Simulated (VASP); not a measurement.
Band structure of TaAs2 (space group C2/m). These are PBEsol GGA, VASP's PBE PAW potentials (set 64) (plane waves; VASP) values and carry that method's errors.

Unless said otherwise, spin-orbit coupling is left out, though it shifts the bands of the heavy elements here.

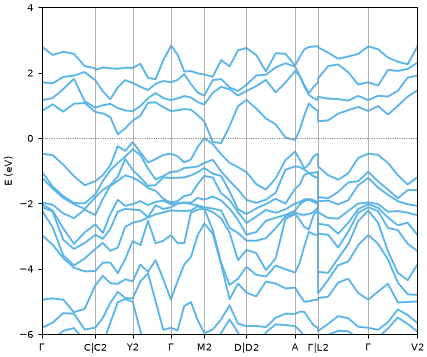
Bands along high-symmetry lines, zero at the valence-band maximum or, without a gap, the Fermi level

Read the plot: is there a gap, and where are the band edges?

It has no gap at this level: it comes out as a metal or semimetal.

The structure comes from a computed database's TaAs2 entry; how it stands against other phases isn't given here. The cell was not relaxed at this level. The k-mesh is coarse (spacing up to 0.50 per Å, 2π included), so the numbers may not be converged in it.
